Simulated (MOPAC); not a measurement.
**Geometry relaxation, with input and output: MoF6 (part 2 of 2)**

Continued. System: MoF6 (molybdenum hexafluoride), SMILES [F][Mo]([F])([F])([F])([F])[F]. Method: PM6-D3H4X, closed shell, dispersion D3H4X (MOPAC 23.2.5). The atoms were displaced at random from an optimised geometry.

### Trajectory as extended XYZ, continued
```
7
Properties=species:S:1:pos:R:3:forces:R:3 step=6 energy=-15.51228
F    -0.9090   -0.0433    1.5757   -0.0294   0.0012  -0.0008
Mo    0.0019   -0.0023    0.0073    0.0021   0.0282  -0.0159
F     1.4090   -0.7976    0.8308    0.0325   0.0100  -0.0080
F    -0.6439   -1.6403   -0.4289   -0.0266  -0.0090  -0.0018
F    -1.4063    0.7878   -0.8203   -0.0252  -0.0153   0.0164
F     0.6464    1.6394    0.4359    0.0183  -0.0142  -0.0005
F     0.9127    0.0426   -1.5614    0.0282  -0.0009   0.0106
7
Properties=species:S:1:pos:R:3:forces:R:3 step=8 energy=-15.51332
F    -0.9185   -0.0411    1.5688    0.0005  -0.0017  -0.0094
Mo    0.0018   -0.0014    0.0050    0.0081  -0.0482   0.0522
F     1.4173   -0.7920    0.8235   -0.0234   0.0225  -0.0178
F    -0.6507   -1.6397   -0.4266   -0.0001   0.0230   0.0049
F    -1.4157    0.7828   -0.8111   -0.0144  -0.0009  -0.0062
F     0.6528    1.6359    0.4382    0.0099   0.0006  -0.0008
F     0.9238    0.0406   -1.5559    0.0194   0.0048  -0.0230
7
Properties=species:S:1:pos:R:3:forces:R:3 step=11 energy=-15.51344
F    -0.9206   -0.0409    1.5677    0.0008  -0.0026   0.0015
Mo    0.0018   -0.0020    0.0055   -0.0008   0.0034  -0.0035
F     1.4185   -0.7897    0.8212    0.0015   0.0016   0.0028
F    -0.6527   -1.6384   -0.4261   -0.0047  -0.0017  -0.0008
F    -1.4176    0.7811   -0.8100    0.0015  -0.0041  -0.0026
F     0.6548    1.6347    0.4384    0.0044  -0.0001  -0.0008
F     0.9267    0.0408   -1.5554   -0.0027   0.0036   0.0034
7
Properties=species:S:1:pos:R:3:forces:R:3 step=14 energy=-15.51346
F    -0.9199   -0.0421    1.5690    0.0011   0.0007  -0.0014
Mo    0.0015   -0.0020    0.0061   -0.0050   0.0009  -0.0012
F     1.4185   -0.7888    0.8218    0.0016  -0.0014   0.0011
F    -0.6543   -1.6378   -0.4267   -0.0004   0.0008   0.0003
F    -1.4173    0.7794   -0.8122    0.0011  -0.0021   0.0015
F     0.6567    1.6343    0.4371    0.0001   0.0005   0.0006
F     0.9261    0.0428   -1.5546    0.0015   0.0005  -0.0009
7
Properties=species:S:1:pos:R:3:forces:R:3 step=17 energy=-15.51346
F    -0.9199   -0.0418    1.5688    0.0006   0.0006  -0.0001
Mo    0.0015   -0.0020    0.0060   -0.0014   0.0005  -0.0008
F     1.4185   -0.7889    0.8219    0.0003  -0.0009   0.0002
F    -0.6545   -1.6377   -0.4265   -0.0002   0.0000   0.0000
F    -1.4175    0.7791   -0.8121    0.0002  -0.0010   0.0003
F     0.6567    1.6343    0.4374   -0.0001   0.0002   0.0001
F     0.9263    0.0430   -1.5546    0.0006   0.0005   0.0002
7
Properties=species:S:1:pos:R:3:forces:R:3 step=19 energy=-15.51347
F    -0.9192   -0.0407    1.5687    0.0000   0.0011   0.0007
Mo    0.0018   -0.0020    0.0057   -0.0031   0.0004  -0.0012
F     1.4180   -0.7900    0.8220    0.0010  -0.0019  -0.0005
F    -0.6549   -1.6376   -0.4261    0.0004   0.0003   0.0002
F    -1.4180    0.7777   -0.8124    0.0005  -0.0013   0.0004
F     0.6565    1.6342    0.4381    0.0001   0.0004  -0.0004
F     0.9266    0.0442   -1.5549    0.0011   0.0010   0.0009
7
Properties=species:S:1:pos:R:3:forces:R:3 step=22 energy=-15.51337
F    -0.9198   -0.0412    1.5698   -0.0135  -0.0001   0.0256
Mo    0.0003   -0.0020    0.0073    0.0237  -0.0056  -0.0050
F     1.4182   -0.7899    0.8186    0.0196  -0.0111   0.0159
F    -0.6531   -1.6377   -0.4274   -0.0096  -0.0136  -0.0028
F    -1.4158    0.7787   -0.8128   -0.0363   0.0161  -0.0190
F     0.6564    1.6346    0.4351    0.0045   0.0124   0.0067
F     0.9265    0.0432   -1.5516    0.0116   0.0018  -0.0214
7
Properties=species:S:1:pos:R:3:forces:R:3 step=25 energy=-15.51471
F    -0.8550    0.0819    1.5783    0.0639   0.0354  -0.1072
Mo    0.0230   -0.0022   -0.0126   -0.2471   0.0238   0.0600
F     1.3705   -0.9032    0.8117   -0.0615  -0.0006  -0.1225
F    -0.6943   -1.6274   -0.3952    0.0792   0.0605   0.0104
F    -1.4655    0.6372   -0.8514    0.2025  -0.0850   0.0880
F     0.6372    1.6311    0.4911   -0.0149  -0.0439  -0.0588
F     0.9684    0.1687   -1.5579   -0.0222   0.0097   0.1301
7
Properties=species:S:1:pos:R:3:forces:R:3 step=28 energy=-15.52509
F    -0.8109    0.2088    1.6337   -0.1646   0.0438   0.4164
Mo   -0.0166   -0.0049    0.0295    0.4113   0.0428  -0.0232
F     1.3423   -1.0260    0.6549    0.1386  -0.1418   0.1459
F    -0.6755   -1.6414   -0.3986   -0.0904  -0.0600   0.0234
F    -1.4500    0.5351   -0.9127   -0.4626   0.1089  -0.2879
F     0.6229    1.6555    0.4267   -0.0469  -0.0970   0.0314
F     1.0215    0.2624   -1.4222    0.2146   0.1031  -0.3061
7
Properties=species:S:1:pos:R:3:forces:R:3 step=30 energy=-15.54857
F    -0.7834    0.2360    1.6233   -0.0271   0.0065   0.0633
Mo    0.0095   -0.0032    0.0052   -0.1542   0.0191  -0.0657
F     1.3157   -1.0529    0.6966    0.1048  -0.1252   0.0303
F    -0.7095   -1.6273   -0.3765    0.0134  -0.0484   0.0225
F    -1.4796    0.4760   -0.9220   -0.0289   0.0169  -0.0306
F     0.6175    1.6395    0.4782    0.0447   0.0925  -0.0090
F     1.0311    0.3191   -1.4630    0.0472   0.0386  -0.0108
7
Properties=species:S:1:pos:R:3:forces:R:3 step=33 energy=-15.55386
F    -0.7649    0.2749    1.6416   -0.0076  -0.0174   0.0159
Mo   -0.0004   -0.0032    0.0127    0.0152   0.0085  -0.0135
F     1.3030   -1.1011    0.6529   -0.0080  -0.0053  -0.0006
F    -0.7106   -1.6347   -0.3643   -0.0007  -0.0148   0.0319
F    -1.4814    0.4371   -0.9492   -0.0191   0.0186  -0.0134
F     0.6155    1.6488    0.4627   -0.0038  -0.0039  -0.0048
F     1.0524    0.3653   -1.4240    0.0240   0.0144  -0.0154
7
Properties=species:S:1:pos:R:3:forces:R:3 step=36 energy=-15.55461
F    -0.7648    0.2682    1.6381    0.0037   0.0015   0.0002
Mo   -0.0005   -0.0012    0.0071   -0.0079   0.0016   0.0022
F     1.2983   -1.1054    0.6456    0.0140   0.0013  -0.0054
F    -0.7135   -1.6387   -0.3393   -0.0111   0.0045   0.0025
F    -1.4826    0.4372   -0.9558    0.0110  -0.0026  -0.0075
F     0.6164    1.6476    0.4667   -0.0083   0.0005   0.0098
F     1.0603    0.3770   -1.4231   -0.0014  -0.0068  -0.0017
7
Properties=species:S:1:pos:R:3:forces:R:3 step=39 energy=-15.55524
F    -0.7666    0.2582    1.6415    0.0073   0.0071  -0.0309
Mo   -0.0055    0.0038    0.0054    0.0045  -0.0065  -0.0145
F     1.3099   -1.0973    0.6171    0.0034   0.0123  -0.0150
F    -0.7236   -1.6383   -0.3031   -0.0333  -0.0003  -0.0015
F    -1.4736    0.4382   -0.9858    0.0711  -0.0166   0.0317
F     0.6152    1.6442    0.4892   -0.0199   0.0017  -0.0022
F     1.0641    0.3696   -1.4229   -0.0331   0.0023   0.0324
7
Properties=species:S:1:pos:R:3:forces:R:3 step=41 energy=-15.55660
F    -0.7684    0.2436    1.6470   -0.0300   0.0071  -0.0182
Mo   -0.0162    0.0127    0.0030    0.0692  -0.0531   0.0143
F     1.3376   -1.0801    0.5411    0.0191  -0.0077  -0.0149
F    -0.7563   -1.6352   -0.2170   -0.0497   0.0153   0.0119
F    -1.4410    0.4305   -1.0571    0.0665   0.0066   0.0355
F     0.6078    1.6368    0.5436   -0.0448  -0.0010  -0.0368
F     1.0699    0.3592   -1.4161   -0.0303   0.0328   0.0081
7
Properties=species:S:1:pos:R:3:forces:R:3 step=44 energy=-15.56489
F    -0.7876    0.2308    1.6561   -0.0686  -0.0354   0.0842
Mo   -0.0130   -0.0071    0.0207   -0.0199  -0.1326  -0.0092
F     1.4173   -1.0943    0.3248    0.0257  -0.0692   0.0511
F    -0.9084   -1.6067    0.0215    0.0984   0.1986   0.0122
F    -1.2783    0.3925   -1.2271   -0.0966   0.0071  -0.0240
F     0.5396    1.6337    0.6058   -0.0117   0.0044  -0.0057
F     1.0596    0.4433   -1.3795    0.0727   0.0272  -0.1086
7
Properties=species:S:1:pos:R:3:forces:R:3 step=47 energy=-15.56961
F    -0.7883    0.2217    1.6474   -0.0252  -0.0127   0.0073
Mo   -0.0084   -0.0002    0.0109    0.0314  -0.0049   0.0615
F     1.4017   -1.0916    0.3847    0.0247  -0.0403  -0.0001
F    -0.8737   -1.6055   -0.0231    0.0026   0.0230   0.0033
F    -1.3221    0.4062   -1.1842   -0.0390   0.0096  -0.0285
F     0.5523    1.6335    0.6013   -0.0114   0.0231  -0.0035
F     1.0620    0.4193   -1.4023    0.0169   0.0022  -0.0400
7
Properties=species:S:1:pos:R:3:forces:R:3 step=50 energy=-15.57051
F    -0.7994    0.2097    1.6412    0.0064  -0.0066  -0.0091
Mo   -0.0004   -0.0001    0.0120    0.0005   0.0049   0.0022
F     1.4136   -1.0950    0.3755   -0.0247   0.0102  -0.0110
F    -0.8854   -1.5942   -0.0023    0.0037   0.0099  -0.0028
F    -1.3109    0.4115   -1.1892    0.0178  -0.0156   0.0142
F     0.5390    1.6381    0.6106   -0.0022   0.0059   0.0034
F     1.0570    0.4135   -1.4147   -0.0015  -0.0086   0.0031
7
Properties=species:S:1:pos:R:3:forces:R:3 step=52 energy=-15.57064
F    -0.8019    0.2034    1.6401    0.0043  -0.0029   0.0000
Mo    0.0014    0.0037    0.0123   -0.0108  -0.0029  -0.0150
F     1.4139   -1.0938    0.3694   -0.0010  -0.0005   0.0016
F    -0.8863   -1.5886    0.0038   -0.0021   0.0013   0.0006
F    -1.3071    0.4095   -1.1926    0.0091  -0.0029   0.0087
F     0.5352    1.6408    0.6198    0.0003   0.0059  -0.0024
F     1.0561    0.4037   -1.4201    0.0001   0.0020   0.0064
7
Properties=species:S:1:pos:R:3:forces:R:3 step=55 energy=-15.57069
F    -0.7982    0.2075    1.6421    0.0036  -0.0024   0.0008
Mo    0.0007    0.0027    0.0125    0.0013  -0.0002  -0.0006
F     1.4096   -1.1000    0.3677    0.0010   0.0000   0.0006
F    -0.8875   -1.5896    0.0031   -0.0020   0.0029   0.0001
F    -1.3077    0.4029   -1.1935   -0.0037   0.0008  -0.0016
F     0.5361    1.6417    0.6146   -0.0036   0.0005  -0.0009
F     1.0591    0.4147   -1.4138    0.0034  -0.0017   0.0017
7
Properties=species:S:1:pos:R:3:forces:R:3 step=58 energy=-15.57072
F    -0.7952    0.2044    1.6431    0.0067  -0.0001   0.0001
Mo    0.0011    0.0034    0.0116    0.0015   0.0050   0.0100
F     1.4087   -1.1028    0.3628   -0.0025   0.0035  -0.0001
F    -0.8919   -1.5858    0.0092   -0.0088  -0.0115  -0.0029
F    -1.3070    0.3988   -1.1970    0.0019   0.0023   0.0006
F     0.5323    1.6436    0.6148   -0.0057   0.0013  -0.0017
F     1.0638    0.4175   -1.4107    0.0070  -0.0004  -0.0060
7
Properties=species:S:1:pos:R:3:forces:R:3 step=61 energy=-15.57442
F    -0.7006    0.1586    1.6859    0.0318   0.0008   0.0049
Mo    0.0013    0.0031    0.0043    0.0386   0.1034   0.0928
F     1.3929   -1.1322    0.3334    0.0034  -0.0012  -0.0038
F    -0.9613   -1.5415    0.0297   -0.0827  -0.1279  -0.0275
F    -1.2967    0.3725   -1.2252    0.0012   0.0153  -0.0149
F     0.4400    1.6847    0.5720   -0.0284   0.0214  -0.0103
F     1.1358    0.4341   -1.3574    0.0361  -0.0118  -0.0412
7
Properties=species:S:1:pos:R:3:forces:R:3 step=63 energy=-15.59251
F    -0.5203    0.1143    1.7604    0.0558   0.0213  -0.0308
Mo    0.0047    0.0016    0.0101   -0.0275  -0.0752   0.0694
F     1.3596   -1.1762    0.3642   -0.0231   0.0646  -0.0556
F    -1.0352   -1.5038   -0.0588    0.0169  -0.0242   0.0429
F    -1.2979    0.3753   -1.2173   -0.0123   0.0947  -0.0541
F     0.2879    1.7494    0.4751   -0.0695  -0.0292   0.0083
F     1.2084    0.4206   -1.2982    0.0597  -0.0520   0.0199
7
Properties=species:S:1:pos:R:3:forces:R:3 step=66 energy=-15.61022
F    -0.4127    0.0723    1.7923    0.0533   0.0088  -0.0272
Mo    0.0029    0.0003    0.0095   -0.0648  -0.0363  -0.0309
F     1.3691   -1.1700    0.3554   -0.0243   0.0087   0.0015
F    -1.0942   -1.4719   -0.0522    0.0663   0.1285   0.0114
F    -1.2629    0.4174   -1.2472    0.0308  -0.0081   0.0115
F     0.1504    1.7743    0.4566   -0.0441  -0.1024  -0.0158
F     1.2568    0.3606   -1.2779   -0.0173   0.0007   0.0496
7
Properties=species:S:1:pos:R:3:forces:R:3 step=69 energy=-15.62322
F    -0.2223    0.0696    1.8352    0.0105  -0.0217  -0.1397
Mo   -0.0029   -0.0041    0.0093    0.0949  -0.0156   0.0087
F     1.3239   -1.2337    0.3194   -0.0336   0.0095  -0.0011
F    -1.1720   -1.4189   -0.0308    0.0156   0.0596   0.0190
F    -1.2025    0.4063   -1.3179    0.0200  -0.0230   0.0309
F    -0.0318    1.7821    0.4244   -0.0147  -0.0016  -0.0068
F     1.3243    0.3870   -1.2031   -0.0928  -0.0072   0.0889
7
Properties=species:S:1:pos:R:3:forces:R:3 step=72 energy=-15.62661
F    -0.1608    0.0602    1.8331   -0.0056   0.0003   0.0324
Mo    0.0021   -0.0014    0.0075    0.0042  -0.0323  -0.0209
F     1.2974   -1.2699    0.2861    0.0198  -0.0108  -0.0020
F    -1.2083   -1.3790    0.0128   -0.0235  -0.0225   0.0134
F    -1.1653    0.3741   -1.3560   -0.0230   0.0077  -0.0278
F    -0.1013    1.7814    0.4216    0.0030   0.0467   0.0116
F     1.3466    0.4197   -1.1663    0.0250   0.0109  -0.0066
7
Properties=species:S:1:pos:R:3:forces:R:3 step=74 energy=-15.62703
F    -0.1585    0.0621    1.8332   -0.0037  -0.0071   0.0169
Mo    0.0015   -0.0021    0.0068    0.0140  -0.0249  -0.0379
F     1.2953   -1.2764    0.2720   -0.0036   0.0071  -0.0034
F    -1.2167   -1.3749    0.0268    0.0064   0.0134   0.0038
F    -1.1607    0.3635   -1.3654   -0.0007  -0.0043   0.0030
F    -0.1032    1.7814    0.4229    0.0022   0.0188  -0.0019
F     1.3535    0.4323   -1.1566   -0.0145  -0.0030   0.0194
7
Properties=species:S:1:pos:R:3:forces:R:3 step=77 energy=-15.62717
F    -0.1602    0.0601    1.8325   -0.0011  -0.0009   0.0040
Mo    0.0014   -0.0020    0.0058    0.0021   0.0006  -0.0015
F     1.2928   -1.2805    0.2598    0.0010  -0.0019   0.0014
F    -1.2217   -1.3696    0.0397    0.0008   0.0014   0.0001
F    -1.1577    0.3518   -1.3718   -0.0020   0.0009  -0.0018
F    -0.1007    1.7823    0.4224    0.0000  -0.0011  -0.0013
F     1.3574    0.4436   -1.1475   -0.0007   0.0010  -0.0009
7
Properties=species:S:1:pos:R:3:forces:R:3 step=80 energy=-15.62717
F    -0.1620    0.0597    1.8324   -0.0001   0.0000   0.0005
Mo    0.0016   -0.0020    0.0058    0.0003   0.0000  -0.0004
F     1.2936   -1.2797    0.2611   -0.0001   0.0002   0.0000
F    -1.2208   -1.3701    0.0388    0.0000   0.0003   0.0001
F    -1.1586    0.3528   -1.3708    0.0000   0.0001  -0.0001
F    -0.0991    1.7823    0.4224   -0.0001  -0.0007  -0.0001
F     1.3565    0.4428   -1.1489    0.0000   0.0001   0.0000
```

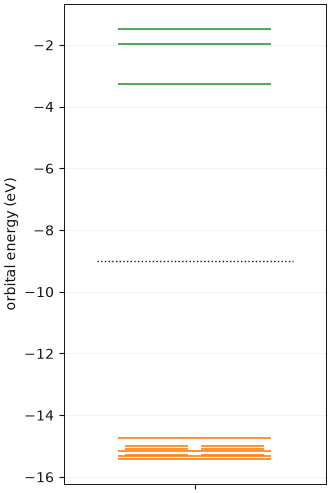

Figure 1. Orbital energies near the frontier; the dotted line parts filled from empty levels, and levels within 0.02 eV of each other stand side by side. Highest filled −14.74 eV, lowest empty −3.26 eV, 11.48 eV apart.

This output came from the following input.

### Input file (input.mop)
```
PM6-D3H4X CYCLES=300 GNORM=0.05 PRECISE DISP GRADIENTS AUX(PRECISION=6) THREADS=1
F6Mo

F -0.879915 1 -0.041457 1 1.484315 1
Mo 0.002093 1 -0.005315 1 0.009499 1
F 1.355737 1 -0.759590 1 0.777602 1
F -0.620494 1 -1.564074 1 -0.402799 1
F -1.353895 1 0.751489 1 -0.769582 1
F 0.624076 1 1.567760 1 0.408673 1
F 0.882822 1 0.041078 1 -1.471376 1
```

Launched with:
```bash
mopac input.mop
```

### Key numbers

- outcome: converged
- total energy: −111.145864 hartree
- dispersion energy: −0.000656 hartree
- heat of formation: −360.37 kcal/mol
- basis functions: 33
- largest force: 0.001 eV/Å
- HOMO: −14.74 eV
- LUMO: −3.26 eV
- dipole moment: 0.00 D
- hardware: 1 thread of Arm Neoverse V1, 24 GiB of memory available, shared host
- peak memory: 0.073 GiB

### Remarks

MOPAC's energies along a path are heats of formation.
